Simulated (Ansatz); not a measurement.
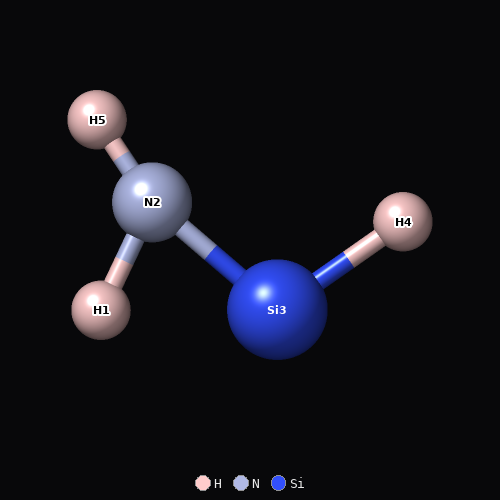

The system is the reacting system H₃NSi (one molecule; an intramolecular 1,2-shift); the picture shows the reference structure. The first coordinate is: distance H1–Si3 (bond that forms); the second: distance H1–N2 (bond that breaks). Relaxed at each point: all other coordinates. Grid: 10 × 10 points. Points are written as (first, second). All energies are given in eV relative to the lowest grid point. Energies and slopes of some neighbouring points disagree (a jump in structure or state, or too coarse a mesh). The reference is spin-restricted, so regions where a bond is pulled apart into radicals lie too high. These are results of RKS wB97X-V/def2-SVP (Ansatz), not measurements.

Its coordinates:

| atom | x (Å) | y (Å) | z (Å) |
| --- | --- | --- | --- |
| H | -0.2648 | -1.2883 | -0.1092 |
| N | 0.0541 | -0.3195 | 0.5356 |
| Si | -0.0864 | 0.2266 | -1.0351 |
| H | 0.1793 | 1.7497 | -0.9359 |
| H | 0.1178 | -0.3685 | 1.5446 |

Range: distance H1–Si3 (bond that forms) from 1.278 to 2.478 Å; distance H1–N2 (bond that breaks) from 0.918 to 2.418 Å.

### Predict the map.

The lowest grid point is at (2.478 Å, 1.014 Å). It lies on the edge of the grid, but the force there points inwards, so the minimum lies inside the range. The energy also falls towards the edge at (1.461 Å, 2.418 Å) (1.00 eV above the lowest), where a further well may lie outside the range. The highest grid point, (2.478 Å, 2.213 Å), lies 5.41 eV above the lowest.

```tsv
second ↓, first →	1.278	1.355	1.461	1.582	1.713	1.854	2.001	2.154	2.314	2.478
2.418	1.40	1.09	1.00	1.21	1.66	2.29	3.00	3.76	4.51	5.22
2.213	1.65	1.40	1.37	1.64	2.13	2.77	3.50	4.24	4.95	5.41
2.014	2.14	1.93	1.93	2.20	2.70	3.33	4.02	4.53	5.28	5.23
1.822	2.82	2.60	2.59	2.84	3.29	3.70	3.96	4.58	4.48	4.28
1.637	3.59	3.33	3.25	3.25	3.29	3.34	3.76	3.62	3.42	3.23
1.462	4.15	3.67	3.24	3.34	3.17	2.99	2.77	2.53	2.31	2.13
1.298	4.37	3.78	3.21	2.75	2.38	2.05	1.74	1.46	1.24	1.09
1.147	4.10	3.42	2.73	2.14	1.65	1.23	0.88	0.59	0.38	0.29
1.014	4.04	3.30	2.52	1.85	1.30	0.83	0.46	0.18	0.01	0.00
0.918	4.39	3.62	2.80	2.08	1.49	1.01	0.63	0.38	0.26	0.34
```

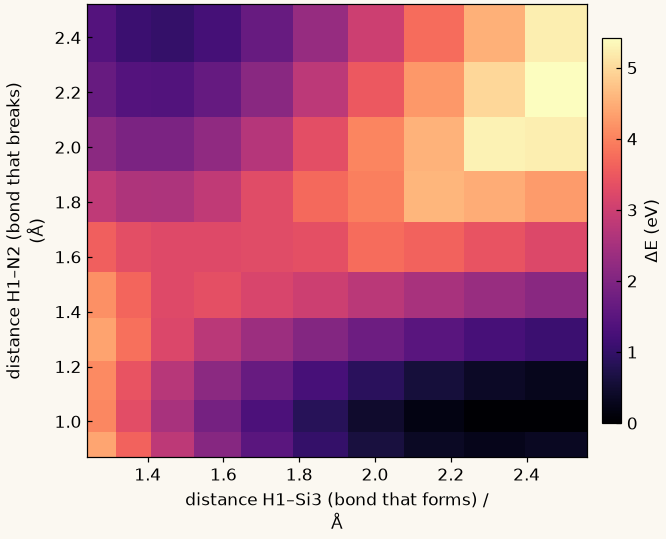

Drawn: one coloured cell a grid point.

Each point was launched as `ansatz run input.yaml --threads 1 --pin off --max-ram 2560MiB --backend cpu --events-out ev --progress --plain --runs-dir out`. The whole map (100 points run) took 21 min on 1 thread of Arm Neoverse V2 (shared host).
